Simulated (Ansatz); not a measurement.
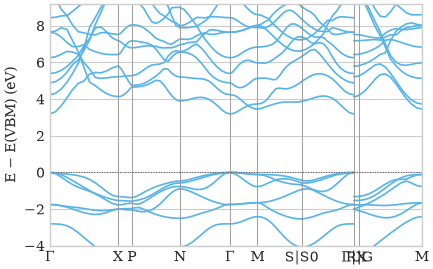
Band structure from plane-wave PAW r²SCAN (Ansatz code)

**Question.** Read off the gap and where the band edges lie.

**Answer.** About 3.2 eV (3.19 eV by a search for the band edges); maximum at Γ, minimum at Γ.

**Question.** Pick the material that matches.
A) Ca4Bi2O, I4/mmm (Ca on 4e, Ca on 4c, Bi on 4e, O on 2b)
B) CsLiZnS2, I-4m2 (Cs on 2a, Li on 2d, Zn on 2c, S on 4e)
C) VBiO4, I4_1/amd (V on 4b, Bi on 4a, O on 16h)
D) CsBrF, I4/mmm (Cs on 4e, Br on 4e, F on 4e)

**Answer.** B, CsLiZnS2, I-4m2 (Cs on 2a, Li on 2d, Zn on 2c, S on 4e)

The first step of the workflow began from a Materials Project structure, measured or hypothetical; the Crystallography Open Database copy checked does not list it. With Li and Zn taken as one species the cell has the higher symmetry I4/mmm, so it may be an ordered model of a mixed-site phase. Its standing as an ambient phase is unchecked. Symmetry was held in the r²SCAN relaxation; whether a distortion lowers the energy is not shown. Spin–orbit coupling is left out wherever it is not named.

Potentials: the later of the program's two PAW sets.
